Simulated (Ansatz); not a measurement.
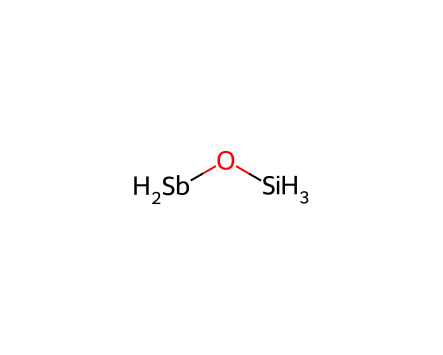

The picture comes from a calculation with Ansatz.

A structural formula.

### Transcribe the drawing into SMILES.

[SiH3][O][SbH2]

### What is the molecular formula?

H5OSbSi.

### An optimisation with PBE-D4/def2-SVP gave a structure of which point group?

C1.
